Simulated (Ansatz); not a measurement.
# Si4Cl: what a guessed cell relaxes into, part 1 of 2

Where does this trial cell of Si4Cl go when cell and atoms are let free?

Program: Ansatz 0.2.0. Level of theory: DFT PBE, scalar-relativistic, plane waves, PAW. These are calculated values, not measurements.

**1. The structure to begin with**

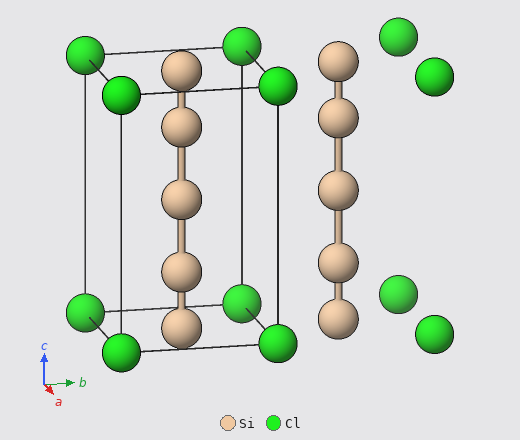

Start, viewed slightly off an axis; silicon light orange, chlorine green. 1×2×1 cells are drawn. Atoms on the faces are drawn again on the opposite ones.

Coordinates:

```cif
data_structure
_symmetry_space_group_name_H-M 'P4/mmm'
_symmetry_Int_Tables_number 123
_cell_length_a 3.9832
_cell_length_b 3.9832
_cell_length_c 6.5975
_cell_angle_alpha 90.000
_cell_angle_beta 90.000
_cell_angle_gamma 90.000
_cell_volume 104.68
loop_
_atom_site_label
_atom_site_type_symbol
_atom_site_symmetry_multiplicity
_atom_site_Wyckoff_symbol
_atom_site_fract_x
_atom_site_fract_y
_atom_site_fract_z
_atom_site_occupancy
Si1 Si 1 d 0.50000 0.50000 0.50000 1
Si2 Si 1 c 0.50000 0.50000 0.00000 1
Si3 Si 2 h 0.50000 0.50000 0.78155 1
Cl1 Cl 1 a 0.00000 0.00000 0.00000 1
```

Recipe of the guess: random cell by space group and Wyckoff sites (P4/mmm, No. 123). Lengths come from tabulated atomic sizes and are only a guess.

**2. The guess as it stands, on a coarse mesh**

Input file input.yaml:

```yaml
crystal:
  lattice:
    - [3.98322666, 0.0, 0.0]
    - [0.0, 3.98322666, 0.0]
    - [0.0, 0.0, 6.59754624]
  atoms:
    - { symbol: Si, position: [0.5, 0.5, 0.5] }
    - { symbol: Si, position: [0.5, 0.5, 0.0] }
    - { symbol: Si, position: [0.5, 0.5, 0.78154631] }
    - { symbol: Si, position: [0.5, 0.5, 0.21845369] }
    - { symbol: Cl, position: [0.0, 0.0, 0.0] }
basis:
  ecutwfc: 420
kpoints:
  mp_grid: { grid: [4, 4, 4] }
hamiltonian:
  xc: pbe
scf:
  occupations: { method: gaussian, width: 0.1 }
  lower_state_search: "off"
output:
  forces: true
  stress: true
  eigenvalues: true
```

Launch:

```sh
$ ansatz run input.yaml --threads 1 --pin off --max-ram 2560MiB --backend cpu --events-out ev --progress --plain --runs-dir out
```

The log of the run, shortened:

```text
Warning: RAYON_NUM_THREADS=1 ignored (pool sized by the plan → 1); use --threads N
[...]
Pseudopotentials: kind: paw
Pseudopotential: Si, paw, valence charge 4, recommended cutoff 420 eV (normal), Si.paw.azcp
Pseudopotential: Cl, paw, valence charge 7, recommended cutoff 420 eV (normal), Cl.paw.azcp
Functional definition: PBE
[...]
Crystal: 5 atoms, lattice volume = 104.677 Å³
Basis set: ecut = 420 eV, 2063 PW (Γ), exchange–correlation on 54×54×90 points (8 copies of the dense FFT grid, shifted against one another)
Bands: 17, of which v1, the nominal top of the filled ones, is band 12 counted from 1 (11 counted from 0)
Symmetry: 16 space group operations
Space group: P4/mmm (ITA 123), of the structure as read, at distance tolerance 4.7e-5 Å
[...]
Fermi energy:    4.674430 eV
[...]
--- Forces (eV/Å), atoms counted from 1 ---
  atom   1  Si    -0.00000000     0.00000000     0.00000000
  atom   2  Si     0.00000000     0.00000000     0.00000000
  atom   3  Si     0.00000000     0.00000000   -44.16473951
  atom   4  Si     0.00000000     0.00000000    44.16473951
  atom   5  Cl    -0.00000000     0.00000000     0.00000000
[...]
--- Stress (GPa, compression-positive) ---
        5.085190       0.000000       0.000000
        0.000000       5.085190       0.000000
        0.000000       0.000000     287.192286
  P = ⅓ Tr σ = 99.1209 GPa (991.209 kbar)
--- Band table (eV; the first three rows and the last of 18) ---
  k-point 0: bands = ["-10.9513", "-6.6121", "-4.1130", "-3.7546", "-0.0694", "-0.0694", "1.4769", "2.7550", "4.1839", "4.1839", "5.2193", "5.2193", "6.1451", "6.1451", "7.7318", "8.3192", "8.5770"]
[...]
```

It took 1.4 s on 1 thread of Intel Xeon 6975P-C (Granite Rapids), shared host; peak memory 0.37 GiB.

The probe gives pressure 99.1 GPa, largest force 44.16 eV/Å, gap on this mesh none (metal). A guess like this is first relaxed loosely on the coarse mesh.

**3. A loose first relaxation**

input.yaml: that of step 2 with these lines changed.

```diff
@@ -24 +24,6 @@
   eigenvalues: true
+relax:
+  adjacent_minimum: "off"
+  f_tol: 0.04
+  max_steps: 70
+  cell: { stress_tol: 0.4 }
```

Launch:

```sh
$ ansatz run input.yaml --threads 1 --pin off --max-ram 2560MiB --backend cpu --events-out ev --progress --plain --runs-dir out
```

The log of the run:

```text
Warning: RAYON_NUM_THREADS=1 ignored (pool sized by the plan → 1); use --threads N
Engine: ansatz 0.2.0, x86_64-unknown-linux-gnu
Pseudopotentials: kind: paw
Pseudopotential: Si, paw, valence charge 4, recommended cutoff 420 eV (normal), Si.paw.azcp
Pseudopotential: Cl, paw, valence charge 7, recommended cutoff 420 eV (normal), Cl.paw.azcp
Functional definition: PBE
  parameter kappa = 0.804
  parameter beta = 0.06672455060314922
  exchange = pbe_x(kappa = kappa, mu = beta*pi^2/3)
  correlation = pbe_c(beta = beta)
Crystal: 5 atoms, lattice volume = 104.677 Å³
Basis set: ecut = 420 eV, 2063 PW (Γ), exchange–correlation on 54×54×90 points (8 copies of the dense FFT grid, shifted against one another)
Bands: 17, of which v1, the nominal top of the filled ones, is band 12 counted from 1 (11 counted from 0)
Symmetry: 16 space group operations
Space group: P4/mmm (ITA 123), of the structure as read, at distance tolerance 4.7e-5 Å
k-points: 18 of 64
Non-local potential: Si, projectors of the file, l = 0: 2, l = 1: 2, l = 2: 2
Non-local potential: Cl, projectors of the file, l = 0: 2, l = 1: 2, l = 2: 2
PAW form: soft (Blöchl's): semilocal exchange-correlation on the pseudo side does not see the compensation charge
PAW one-centre angular grid: Si, 110 points (default); XC on 64 Gauss nodes
PAW one-centre angular grid: Cl, 110 points (default); XC on 64 Gauss nodes
Initial density: superposition of atomic densities (neutral atoms: chi_scale 0, normalization atom), corrected by the library's trained network
Initial wavefunctions: pseudopotential atomic-orbital guess
Functional: x = pbe(κ = 0.804, μ = 0.2195149727645171), c = pbe(β = 0.06672455060314922)
SCF iter   1: F=—  HF=-3589.427361 eV  |F-HF|=—  |Δ(HF+E_count)|=         —  Δρ=9.16e-3  dr2=1.14e-1  ethr=1.77e-3  ⟨swp⟩=8.6  Hψ=2274  notcnv=0
preconditioner: auto → LDOS  [metal: Δε(μ)=0.044 eV  Ē_g=8.952 eV  σ=0.100 eV  W_gap=0.24  n_scr=16 (ndim 8)  ℏωp=17.4 eV  f_vac=0.027  D(μ)=2.93/eV (n_scr^D=20)  β→1.0]
SCF iter   2: F=—  HF=-3589.403840 eV  |F-HF|=—  |Δ(HF+E_count)|=   2.35e-2  Δρ=3.79e-3  dr2=3.12e-2  ethr=4.94e-4  ⟨swp⟩=2.3  Hψ=722  notcnv=0  defer=19
SCF iter   3: F=—  HF=-3589.400431 eV  |F-HF|=—  |Δ(HF+E_count)|=   3.41e-3  Δρ=1.11e-3  dr2=3.26e-3  ethr=1.36e-4  ⟨swp⟩=2.4  Hψ=447  notcnv=0  defer=19
SCF iter   4: F=—  HF=-3589.400339 eV  |F-HF|=—  |Δ(HF+E_count)|=   9.23e-5  Δρ=2.71e-4  dr2=1.32e-4  ethr=1.42e-5  ⟨swp⟩=1.9  Hψ=364  notcnv=0  defer=19
SCF iter   5: F=—  HF=-3589.400359 eV  |F-HF|=—  |Δ(HF+E_count)|=   2.00e-5  Δρ=4.32e-5  dr2=3.27e-6  ethr=5.74e-7  ⟨swp⟩=2.4  Hψ=471  notcnv=0  defer=19
SCF iter   6: F=—  HF=-3589.400181 eV  |F-HF|=—  |Δ(HF+E_count)|=   1.78e-4  Δρ=8.13e-6  dr2=6.03e-8  ethr=4.35e-10  ⟨swp⟩=10.3  Hψ=2122  notcnv=0
SCF iter   7: F=-3589.400181 eV  HF=-3589.400181 eV  |F-HF|=3.31e-10  |Δ(HF+E_count)|=   3.37e-9  Δρ=1.32e-6  dr2=8.74e-10  ethr=2.62e-10  ⟨swp⟩=2.9  Hψ=1198  notcnv=0
SCF 1 converged in 7 iterations: F = -3589.400181 eV  dr2 = 8.74e-10
relax step   1: F+E_penalty+E_count = -3589.40018086 eV  Δ(F+E_penalty+E_count) = +0.000e0 eV  max|allowed force component| = 4.416e1 eV/Å  Δτ_max = 0.0000 Å  P = +99.121 GPa  Ω = 104.677 Å³  (7 SCF iters, dr2 threshold 1.00e-7 eV, accepted)
Crystal: 5 atoms, lattice volume = 110.074 Å³
Basis set: ecut = 420 eV, 2159 PW (Γ), exchange–correlation on 54×54×90 points (8 copies of the dense FFT grid, shifted against one another)
Initial density: handed on by an earlier stage of this run
Initial wavefunctions: those handed on with the density
SCF iter   1: F=—  HF=-3604.893934 eV  |F-HF|=—  |Δ(HF+E_count)|=         —  Δρ=2.99e-2  dr2=3.43e0  ethr=3.10e-3  ⟨swp⟩=7.1  Hψ=1873  notcnv=0
preconditioner: auto → LDOS  [metal: Δε(μ)=0.037 eV  Ē_g=8.841 eV  σ=0.100 eV  W_gap=0.20  n_scr=16 (ndim 8)  ℏωp=17.0 eV  f_vac=0.021  D(μ)=4.09/eV (n_scr^D=36)  β→1.0]
SCF iter   2: F=—  HF=-3604.200426 eV  |F-HF|=—  |Δ(HF+E_count)|=   6.94e-1  Δρ=1.17e-2  dr2=1.29e-1  ethr=3.10e-3  ⟨swp⟩=3.3  Hψ=724  notcnv=0  defer=21
SCF iter   3: F=—  HF=-3604.206165 eV  |F-HF|=—  |Δ(HF+E_count)|=   5.74e-3  Δρ=3.31e-3  dr2=3.20e-2  ethr=5.60e-4  ⟨swp⟩=2.6  Hψ=548  notcnv=0  defer=21
SCF iter   4: F=—  HF=-3604.200991 eV  |F-HF|=—  |Δ(HF+E_count)|=   5.17e-3  Δρ=6.48e-4  dr2=8.83e-4  ethr=1.39e-4  ⟨swp⟩=2.3  Hψ=410  notcnv=0  defer=21
SCF iter   5: F=—  HF=-3604.200902 eV  |F-HF|=—  |Δ(HF+E_count)|=   8.85e-5  Δρ=1.52e-4  dr2=1.64e-5  ethr=3.84e-6  ⟨swp⟩=2.4  Hψ=476  notcnv=0  defer=20
SCF iter   6: F=—  HF=-3604.200729 eV  |F-HF|=—  |Δ(HF+E_count)|=   1.73e-4  Δρ=2.37e-5  dr2=8.07e-7  ethr=7.11e-8  ⟨swp⟩=2.1  Hψ=483  notcnv=0  defer=20
SCF iter   7: F=-3604.200729 eV  HF=-3604.200729 eV  |F-HF|=4.17e-8  |Δ(HF+E_count)|=   7.28e-8  Δρ=5.57e-6  dr2=5.87e-8  ethr=2.17e-9  ⟨swp⟩=11.6  Hψ=1783  notcnv=0
SCF 2 converged in 7 iterations: F = -3604.200729 eV  dr2 = 5.87e-8
relax step   2: F+E_penalty+E_count = -3604.20072893 eV  Δ(F+E_penalty+E_count) = -1.480e1 eV  max|allowed force component| = 1.313e1 eV/Å  Δτ_max = 0.1350 Å  P = +60.649 GPa  Ω = 110.074 Å³  energy of the carried Pulay correction = -7.838e-4 eV  (7 SCF iters, dr2 threshold 5.00e-7 eV, accepted)
Crystal: 5 atoms, lattice volume = 115.532 Å³
Basis set: ecut = 420 eV, 2241 PW (Γ), exchange–correlation on 54×54×90 points (8 copies of the dense FFT grid, shifted against one another)
iter 1 solved again at ethr=2.32e-3 eV; its pass at ethr=3.10e-3 eV (dr2=5.34e-1 eV) is discarded
SCF iter   1: F=—  HF=-3609.740518 eV  |F-HF|=—  |Δ(HF+E_count)|=         —  Δρ=1.35e-2  dr2=5.21e-1  ethr=2.32e-3  ⟨swp⟩=1.0  Hψ=2112  notcnv=0
preconditioner: auto → LDOS  [insulator: Δε(μ)=0.115 eV  Ē_g=8.658 eV  σ=0.100 eV  W_gap=0.51  n_scr=16 (ndim 8)  ℏωp=16.6 eV  f_vac=0.025  D(μ)=3.15/eV (n_scr^D=16)  ε∞_Penn≈4.7  β→1.0]
SCF iter   2: F=—  HF=-3609.586122 eV  |F-HF|=—  |Δ(HF+E_count)|=   1.54e-1  Δρ=5.31e-3  dr2=5.11e-2  ethr=2.26e-3  ⟨swp⟩=3.1  Hψ=666  notcnv=0  defer=1
SCF iter   3: F=—  HF=-3609.585942 eV  |F-HF|=—  |Δ(HF+E_count)|=   1.80e-4  Δρ=1.45e-3  dr2=5.90e-3  ethr=2.22e-4  ⟨swp⟩=1.4  Hψ=493  notcnv=0  defer=6
SCF iter   4: F=—  HF=-3609.584935 eV  |F-HF|=—  |Δ(HF+E_count)|=   1.01e-3  Δρ=5.28e-4  dr2=7.51e-4  ethr=2.57e-5  ⟨swp⟩=2.5  Hψ=464  notcnv=0  defer=6
SCF iter   5: F=—  HF=-3609.584771 eV  |F-HF|=—  |Δ(HF+E_count)|=   1.65e-4  Δρ=1.36e-4  dr2=4.36e-5  ethr=3.26e-6  ⟨swp⟩=2.3  Hψ=473  notcnv=0  defer=6
SCF iter   6: F=—  HF=-3609.584467 eV  |F-HF|=—  |Δ(HF+E_count)|=   3.04e-4  Δρ=2.71e-5  dr2=1.84e-6  ethr=1.90e-7  ⟨swp⟩=2.6  Hψ=473  notcnv=0  defer=6
SCF iter   7: F=-3609.584467 eV  HF=-3609.584467 eV  |F-HF|=7.22e-9  |Δ(HF+E_count)|=   1.56e-7  Δρ=3.02e-6  dr2=1.88e-8  ethr=2.17e-9  ⟨swp⟩=9.9  Hψ=1808  notcnv=0
SCF 3 converged in 7 iterations: F = -3609.584467 eV  dr2 = 1.88e-8
relax step   3: F+E_penalty+E_count = -3609.58446654 eV  Δ(F+E_penalty+E_count) = -5.384e0 eV  max|allowed force component| = 5.555e0 eV/Å  Δτ_max = 0.0407 Å  P = +39.315 GPa  Ω = 115.532 Å³  energy of the carried Pulay correction = -1.537e-3 eV  (7 SCF iters, dr2 threshold 5.00e-7 eV, accepted)
[... from here on, the SCF cycles and remarks between the steps are left out ...]
relax step   4: F+E_penalty+E_count = -3612.73777855 eV  Δ(F+E_penalty+E_count) = -3.153e0 eV  max|allowed force component| = 2.015e0 eV/Å  Δτ_max = 0.0270 Å  P = +23.894 GPa  Ω = 120.947 Å³  energy of the carried Pulay correction = -2.249e-3 eV  (6 SCF iters, dr2 threshold 5.00e-7 eV, accepted)
relax step   5: F+E_penalty+E_count = -3614.51555232 eV  Δ(F+E_penalty+E_count) = -1.778e0 eV  max|allowed force component| = 5.945e-1 eV/Å  Δτ_max = 0.0167 Å  P = +13.087 GPa  Ω = 126.035 Å³  energy of the carried Pulay correction = -2.888e-3 eV  (6 SCF iters, dr2 threshold 5.00e-7 eV, accepted)
relax step   6: F+E_penalty+E_count = -3615.51983977 eV  Δ(F+E_penalty+E_count) = -1.004e0 eV  max|allowed force component| = 2.865e-1 eV/Å  Δτ_max = 0.0108 Å  P = +7.141 GPa  Ω = 129.748 Å³  energy of the carried Pulay correction = -3.337e-3 eV  (6 SCF iters, dr2 threshold 5.00e-7 eV, accepted)
relax step   7: F+E_penalty+E_count = -3616.22943132 eV  Δ(F+E_penalty+E_count) = -7.096e-1 eV  max|allowed force component| = 7.565e-2 eV/Å  Δτ_max = 0.0106 Å  P = +4.162 GPa  Ω = 130.972 Å³  energy of the carried Pulay correction = -3.482e-3 eV  (8 SCF iters, dr2 threshold 5.00e-7 eV, accepted)
relax step   8: F+E_penalty+E_count = -3616.85821960 eV  Δ(F+E_penalty+E_count) = -6.288e-1 eV  max|allowed force component| = 6.922e-3 eV/Å  Δτ_max = 0.0038 Å  P = +2.080 GPa  Ω = 131.554 Å³  energy of the carried Pulay correction = -3.550e-3 eV  (6 SCF iters, dr2 threshold 5.00e-7 eV, accepted)
relax step   9: F+E_penalty+E_count = -3617.35221974 eV  Δ(F+E_penalty+E_count) = -4.940e-1 eV  max|allowed force component| = 5.283e-1 eV/Å  Δτ_max = 0.0030 Å  P = -0.687 GPa  Ω = 128.425 Å³  energy of the carried Pulay correction = -3.179e-3 eV  (8 SCF iters, dr2 threshold 5.00e-7 eV, accepted)
relax step  10: F+E_penalty+E_count = -3617.70408822 eV  Δ(F+E_penalty+E_count) = -3.519e-1 eV  max|allowed force component| = 6.577e-1 eV/Å  Δτ_max = 0.0198 Å  P = -0.143 GPa  Ω = 118.073 Å³  energy of the carried Pulay correction = -1.876e-3 eV  (8 SCF iters, dr2 threshold 5.00e-7 eV, accepted)
relax step  11: F+E_penalty+E_count = -3617.74260611 eV  Δ(F+E_penalty+E_count) = -3.852e-2 eV  max|allowed force component| = 2.625e-1 eV/Å  Δτ_max = 0.0368 Å  P = +1.490 GPa  Ω = 109.132 Å³  energy of the carried Pulay correction = -6.497e-4 eV  (7 SCF iters, dr2 threshold 5.00e-7 eV, accepted)
relax step  12: F+E_penalty+E_count = -3617.79650765 eV  Δ(F+E_penalty+E_count) = -5.390e-2 eV  max|allowed force component| = 9.570e-2 eV/Å  Δτ_max = 0.0060 Å  P = +0.082 GPa  Ω = 114.675 Å³  energy of the carried Pulay correction = -1.422e-3 eV  (7 SCF iters, dr2 threshold 5.00e-7 eV, accepted)
relax step  13: F+E_penalty+E_count = -3617.79745794 eV  Δ(F+E_penalty+E_count) = -9.503e-4 eV  max|allowed force component| = 2.040e-2 eV/Å  Δτ_max = 0.0079 Å  P = -0.010 GPa  Ω = 114.987 Å³  energy of the carried Pulay correction = -1.464e-3 eV  (6 SCF iters, dr2 threshold 5.00e-7 eV, accepted)
relax step  14: F+E_penalty+E_count = -3617.93119847 eV  Δ(F+E_penalty+E_count) = -1.337e-1 eV  max|allowed force component| = 8.762e-2 eV/Å  Δτ_max = 0.0000 Å  P = +0.511 GPa  Ω = 114.987 Å³  stress off target by 1.44e0 GPa  SCF on the basis re-selected at this cell (its energy is not comparable with the rows above)  (6 SCF iters)
relax step  15: F+E_penalty+E_count = -3617.93743876 eV  Δ(F+E_penalty+E_count) = -6.240e-3 eV  max|allowed force component| = 1.998e-2 eV/Å  Δτ_max = 0.0103 Å  P = +0.043 GPa  Ω = 116.055 Å³  energy of the carried Pulay correction = -9.994e-5 eV  (5 SCF iters, dr2 threshold 5.00e-7 eV, accepted)
iter 1 solved again at ethr=6.28e-7 eV; its pass at ethr=3.10e-3 eV (dr2=1.45e-4 eV) is discarded
SCF iter   1: F=—  HF=-3617.937466 eV  |F-HF|=—  |Δ(HF+E_count)|=         —  Δρ=1.63e-5  dr2=3.23e-7  ethr=6.28e-7  ⟨swp⟩=3.1  Hψ=2743  notcnv=0
preconditioner: auto → Kerker (q_TF=auto, 2.083 Å⁻¹)  [metal: Δε(μ)=0.040 eV  Ē_g=6.983 eV  σ=0.100 eV  W_gap=0.22  n_scr=18 (ndim 8)  ℏωp=15.8 eV  f_vac=0.000  D(μ)=2.91/eV (n_scr^D=18)]
SCF iter   2: F=—  HF=-3617.937554 eV  |F-HF|=—  |Δ(HF+E_count)|=   8.83e-5  Δρ=9.49e-6  dr2=1.60e-7  ethr=1.40e-9  ⟨swp⟩=2.0  Hψ=504  notcnv=0
SCF iter   3: F=—  HF=-3617.937554 eV  |F-HF|=—  |Δ(HF+E_count)|=   2.64e-7  Δρ=2.13e-6  dr2=2.18e-8  ethr=6.95e-10  ⟨swp⟩=2.0  Hψ=488  notcnv=0
SCF iter   4: F=-3617.937554 eV  HF=-3617.937554 eV  |F-HF|=3.37e-11  |Δ(HF+E_count)|=   4.44e-9  Δρ=6.41e-7  dr2=1.41e-9  ethr=1.39e-11  ⟨swp⟩=4.1  Hψ=1430  notcnv=0
SCF 16 converged in 4 iterations: F = -3617.937554 eV  dr2 = 1.41e-9
relax step  16: F+E_penalty+E_count = -3617.93755412 eV  Δ(F+E_penalty+E_count) = -1.154e-4 eV  max|allowed force component| = 2.013e-2 eV/Å  Δτ_max = 0.0000 Å  P = +0.044 GPa  Ω = 116.055 Å³  stress off target by 9.34e-2 GPa  SCF on the basis re-selected at this cell (its energy is not comparable with the rows above)  (4 SCF iters)
basis re-selected at this cell: Δ(F+E_penalty+E_count) = -1.154e-4 eV, ΔP = +0.001 GPa vs the last step (what re-selecting the basis moved, of the pressure what is left beyond the Pulay correction that the steps carried, after the strain that the cell walked since its last selection, with what the two solves' SCF thresholds leave and, on support functions, any second-order correction that the steps lacked; it is no measure of the basis error at this ecutwfc). This SCF's stress stands 9.34e-2 GPa from its target on what of the cell is left free (relax.cell.stress_tol is 4.00e-1 GPa) and its largest allowed force component is 2.01e-2 eV/Å (relax.f_tol is 4.00e-2 eV/Å): within both
SCF converged after 4 iterations
Free energy (F): -3617.937554 eV
Harris-Foulkes:  -3617.937554 eV  (|F-HF|=3.37e-11)
Internal energy: -3617.923016 eV  (E = F + TS)
E sigma→0 (E₀):  -3617.930285 eV
Entropy (-TS):   -0.014538 eV (-2.908 meV/atom)
Fermi energy:    5.146572 eV
--- Per-component energies (eV) ---
  E_band       = -24.070400
  E_kinetic    = 311.165300
  E_local      = -604.257418  (includes V_loc(G=0)·N_el)
  E_nonlocal   = 133.000582
  E_hartree    = 220.951809
  E_xc         = -323.202270
  E_vxc        = -302.425719  (∫ρ·V_xc dr)
  E_paw        = -2706.985721  (= ΣΔE_a)
  E_vpaw       = -3.456180  (= ΣTr[D̂ρ^β])
  E_aug_tail   = 0.000120  (compensation charges beyond the density's cutoff)
  E_ewald      = -648.595419
  E_smearing   = -0.014538  (= −TS)
  E_closure    = 0.000000  (closes the sum)
  Σ components = -3617.937554   (vs F -3617.937554, Δ=0.00e0)
--- Forces (eV/Å), atoms counted from 1 ---
  atom   1  Si    -0.00000000    -0.00000000     0.00000000
  atom   2  Si    -0.00000000    -0.00000000     0.00000000
  atom   3  Si    -0.00000000     0.00000000    -0.02012943
  atom   4  Si     0.00000000    -0.00000000     0.02012943
  atom   5  Cl     0.00000000     0.00000000     0.00000000
  max |Σ_I F_I| component: 3.47e-18 eV/Å
--- Stress (GPa, compression-positive) ---
        0.019362      -0.000000       0.000000
       -0.000000       0.019362      -0.000000
        0.000000      -0.000000       0.093367
  P = ⅓ Tr σ = 0.0440 GPa (0.440 kbar)
--- Band table (eV; the first three rows and the last of 18) ---
  k-point 0: bands = ["-13.6123", "-4.8578", "-3.8857", "-2.1858", "-1.4009", "-1.4009", "-1.0375", "1.2106", "2.7599", "6.6553", "6.6553", "7.2179", "7.6139", "7.7047", "7.7047", "7.7323", "9.4606"]
  k-point 1: bands = ["-13.6123", "-4.9036", "-3.7493", "-2.3266", "-1.4009", "-1.4009", "-1.0396", "1.1636", "3.1416", "6.1705", "6.6238", "6.6238", "7.2196", "7.7851", "7.7851", "9.0325", "9.4983"]
  k-point 2: bands = ["-13.6123", "-4.9431", "-3.5957", "-2.4891", "-1.4009", "-1.4009", "-1.0413", "1.1283", "3.6782", "5.2910", "6.5952", "6.5952", "7.2213", "7.8659", "7.8659", "9.5150", "9.5564"]
  k-point 17: bands = ["-12.4671", "-3.7632", "-3.7632", "-3.0346", "-2.7546", "-0.3288", "0.0765", "0.7697", "2.7700", "2.7700", "4.3109", "4.3109", "5.3100", "5.7354", "5.7354", "6.7488", "8.4401"]
--- Relaxed structure (14 steps of the walk, 14 accepted, 2 SCFs on fresh bases) ---
  F+E_penalty+E_count = -3617.93755412 eV   max|allowed force component| = 2.013e-2 eV/Å   (the final SCF, on the basis selected at the relaxed cell)
  cell:  # Å, volume = 116.0550 Å³
    - [3.464566608791076, 1.5031379914755857e-33, 0.0]
    - [-9.385074769111525e-34, 3.4645666087910754, 0.0]
    - [0.0, 0.0, 9.668656863303351]
  atoms:
    - { symbol: Si, position: [0.5, 0.5000000000000001, 0.5000000000000001] }
    - { symbol: Si, position: [0.5, 0.5000000000000001, 1.0517385784790242e-19] }
    - { symbol: Si, position: [0.5, 0.5000000000000001, 0.7317517746824397] }
    - { symbol: Si, position: [0.5, 0.5000000000000001, 0.26824822531756076] }
    - { symbol: Cl, position: [-7.735200977379381e-35, 7.09033898484107e-36, 1.0517385784790242e-19] }
```

Wall time 23 s (1 thread of Intel Xeon 6975P-C (Granite Rapids), shared host); peak memory 0.41 GiB.

Relaxation path:

```
step  energy from step 1 (eV/cell)  largest force component (eV/Å)  pressure (GPa)  volume (Å³)
   1                        0.0000                         44.1647           99.12       104.68
   2                      -14.8005                         13.1314           60.65       110.07
   3                      -20.1843                          5.5550           39.31       115.53
   4                      -23.3376                          2.0147           23.89       120.95
   5                      -25.1154                          0.5945           13.09       126.04
   6                      -26.1197                          0.2865            7.14       129.75
   7                      -26.8293                          0.0756            4.16       130.97
   8                      -27.4580                          0.0069            2.08       131.55
   9                      -27.9520                          0.5283           -0.69       128.42
  10                      -28.3039                          0.6577           -0.14       118.07
  11                      -28.3424                          0.2625            1.49       109.13
  12                      -28.3963                          0.0957            0.08       114.68
  13                      -28.3973                          0.0204           -0.01       114.99
  14                      -28.5310                          0.0876            0.51       114.99
  15                      -28.5373                          0.0200            0.04       116.06
  16                      -28.5374                          0.0201            0.04       116.06
```

Step 1 is the start. Steps 14, 16 each repeat the geometry before them on a plane-wave basis chosen anew, so the energy can jump there without any move.

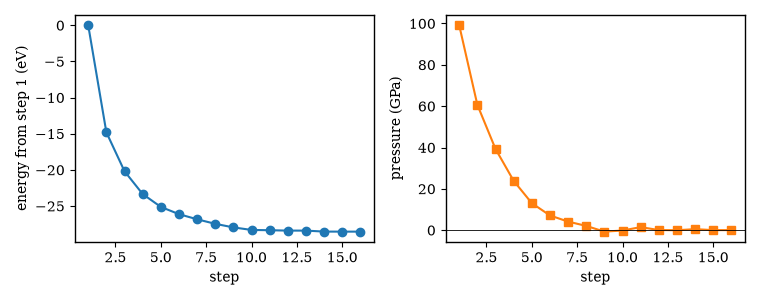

Energy and pressure along the relaxation.

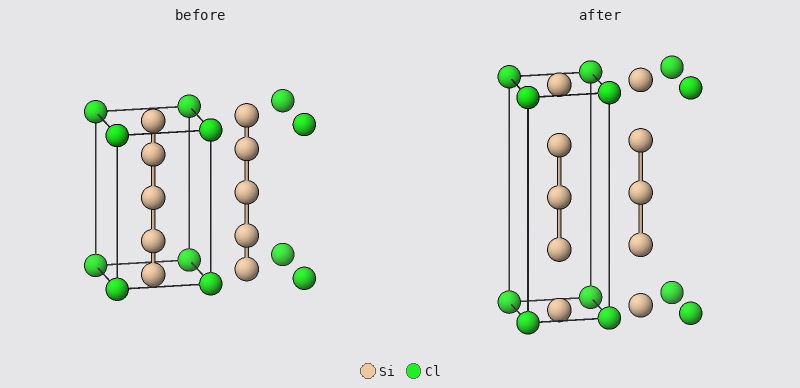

The structure before (left) and after (right) the relaxation, drawn at the same scale.

|  | before | after | change |
| --- | --- | --- | --- |
| a (Å) | 3.983 | 3.465 | -13.0 % |
| b (Å) | 3.983 | 3.465 | -13.0 % |
| c (Å) | 6.598 | 9.669 | +46.5 % |
| volume (Å³/atom) | 20.94 | 23.21 | +10.9 % |
| shortest distance (Å) | 1.441 | 2.241 | +55.5 % |
| space group (0.01 Å) | P4/mmm | P4/mmm | same |

The run keeps the 16 symmetry operations of the start, so it could not have lowered the symmetry.

(Continued in part 2 of 2.)
